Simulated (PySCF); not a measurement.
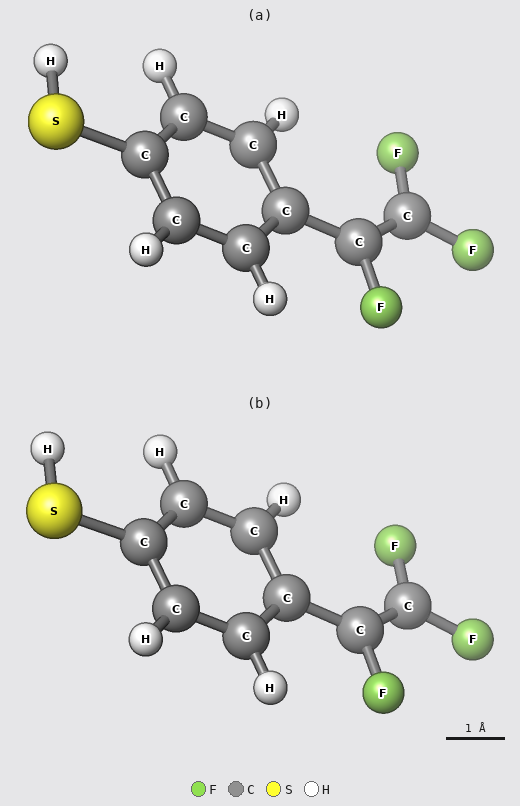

The structure of C₈H₅F₃S before (top) and after (bottom) a relaxation, at one scale.

The picture is a ball-and-stick view, seen from a free direction.

The start comes from GFN2-xTB.

Theory: PBE0-D3(BJ)/def2-SVP geometry optimisation, gas phase (PySCF 2.14.0, density-fitted response routines). 

### Describe what moved and what it gained.

Over 7 geometry steps the energy falls by 1.28 kcal/mol. The largest move after the best rigid fit is that of an F atom, 0.11 Å. By element the largest moves are F 0.11 Å, H 0.06 Å, C 0.04 Å, S 0.04 Å. Among the contacts that change: C–F 1.328 → 1.311 Å, H–S 1.333 → 1.349 Å, C–F 1.353 → 1.340 Å, C–H 1.080 → 1.093 Å.
